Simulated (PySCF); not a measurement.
**C$_{2}$H$_{6}$Te, SMILES `C[Te]C`: what the electrons do**

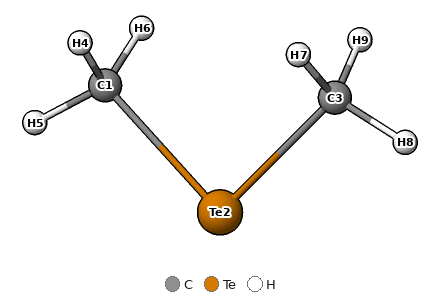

The molecule, with its atoms numbered as below. No frequency check shows the geometry to be a minimum.

Cartesian coordinates (Å):

```
C1       1.5608   -1.0891    0.0001
Te2      0.0000    0.4052    0.0000
C3      -1.5609   -1.0890   -0.0001
H4       1.4835   -1.7088    0.8843
H5       2.5163   -0.5829   -0.0002
H6       1.4834   -1.7090   -0.8842
H7      -1.4838   -1.7087    0.8842
H8      -2.5163   -0.5827    0.0002
H9      -1.4836   -1.7088   -0.8843
```

Part 1: Bonding charge

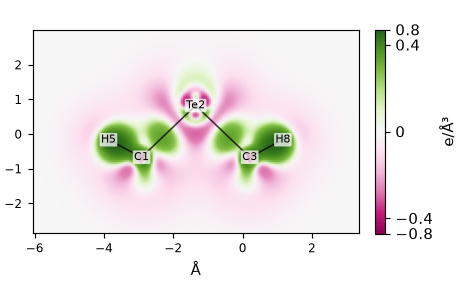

Deformation density (molecule less spherical, spin-averaged free atoms) in the plane of C1, Te2, C3, H5 and H8; colour scale in e/Å³, logarithmic beyond ±0.1; green: gain, pink: loss.

Computed with PySCF, ωB97X/def2-TZVP, geometry: GFN2-xTB. Core potentials replace the inner electrons of Te; spin–orbit coupling isn't included.

Question: Describe the bonding that the map shows.

Answer: C1–H5 and C3–H8: +0.74 e/Å³ at the bond critical point (bond length 1.08 Å, Mayer order 1.0). C1–Te2 and Te2–C3: +0.15 e/Å³ at the bond critical point (bond length 2.16 Å, Mayer order 1.0). In all, 2.1 electrons gather in the regions of gain relative to the promolecule. A small or negative value marks a very polar bond, one between electron-rich atoms, whose free-atom densities already overlap strongly, a long bond to a heavier atom, or a closed-shell contact such as a hydrogen bond.

Question: Where do the Hirshfeld charges lie?

Answer: The highest Hirshfeld charge is on Te2 (+0.11 e), the lowest on C1 and C3 (−0.18 e).

Part 2: Bond critical points

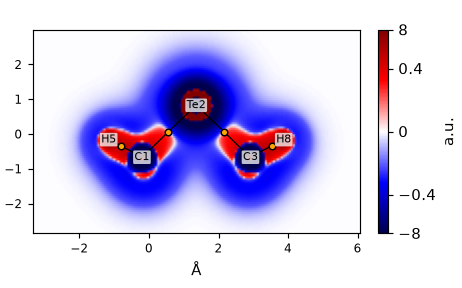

Negative Laplacian of the density (−∇²ρ) in the plane of C1, Te2, C3, H5 and H8 (red positive, blue negative, colour scale in a.u., logarithmic beyond ±0.04), with bond paths and bond critical points (dots).

Question: Sort the bonds in the plane by the sign of ∇²ρ at their critical points.

Answer: Concentrated (∇²ρ < 0): C1–H5 and C3–H8 (−0.98 a.u.); C1–Te2 and Te2–C3 (−0.01 a.u.). At none is it depleted.

Question: Where along C1–H5 does the critical point lie?

Answer: 0.69 Å from C1 and 0.39 Å from H5.

Part 3: Local ionisation energy

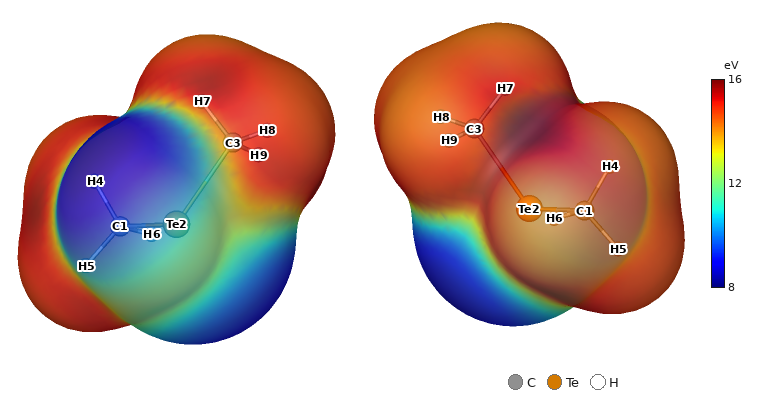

Average local ionisation energy on the surface of electron density 0.001 a.u. (back view left, front view right).

Question: Locate the minima of the map.

Answer: The lowest value is 8.5 eV, 2.6 Å from Te2, and at like points elsewhere. Further minima include 14.2 eV, 1.4 Å from H6, and at like points elsewhere. For comparison, the highest occupied orbital lies at −7.9 eV.

Question: What volume does the surface enclose, and what is the dipole moment?

Answer: About 114 Å³; the dipole moment is 1.2 D.

Part 4: In an electric field

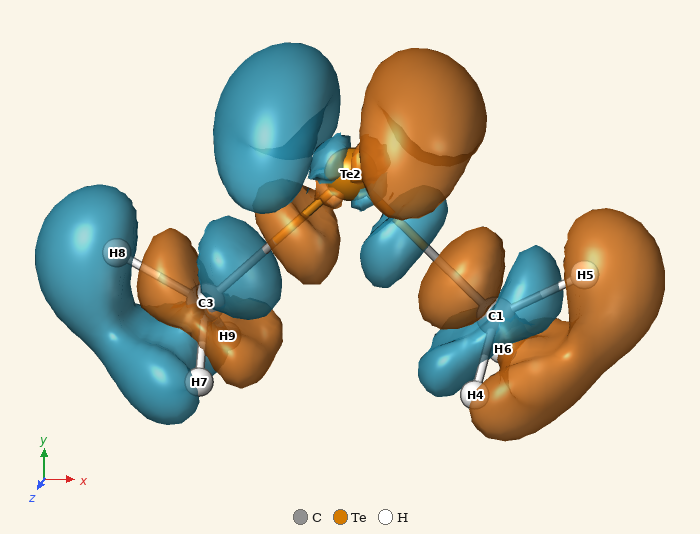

Change of the electron density in a uniform field of 0.21 V/Å, surfaces at ±0.002 e/Å³ (light blue: gain, orange: loss).

Method: ωB97X/def2-TZVP; geometry: GFN2-xTB; program: PySCF. Core potentials replace the inner electrons of Te; spin–orbit coupling isn't included. A basis without diffuse functions makes polarisabilities too small.

Question: Along which Cartesian direction does the field point?

Answer: Along +x: electrons gather on the −x side, against the field.

Question: What dipole is induced, and what polarisability does it imply?

Answer: The induced dipole is 0.74 D (along the field); α along this axis, from the fields in both directions, is 72 bohr³ (10.7 Å³).

Question: Which atoms gain and lose the most charge?

Answer: Electrons gather most on H8 (Hirshfeld charge changes by −0.009 e) and leave H5 most (+0.009 e); 0.062 electrons are displaced in all.

Part 5: Removing or adding an electron

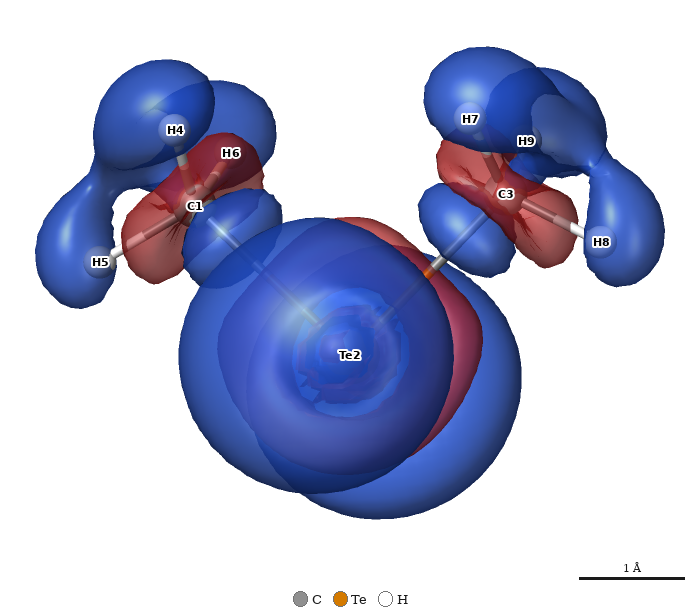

Fukui function f⁻ = ρ(N) − ρ(N−1) at fixed geometry, surfaces at ±0.015 e/Å³ (blue positive, red negative).

Question: On which atoms does the density change most on removal of an electron?

Answer: f⁻ (Hirshfeld-condensed) is largest on Te2 (0.63); the vertical ionisation energy is 7.86 eV (the stability of the cation's solution wasn't checked). Condensed values hint at sites of electrophilic attack but needn't mark the atom that reacts. Orbital relaxation makes it negative in places (0.16 e in all).
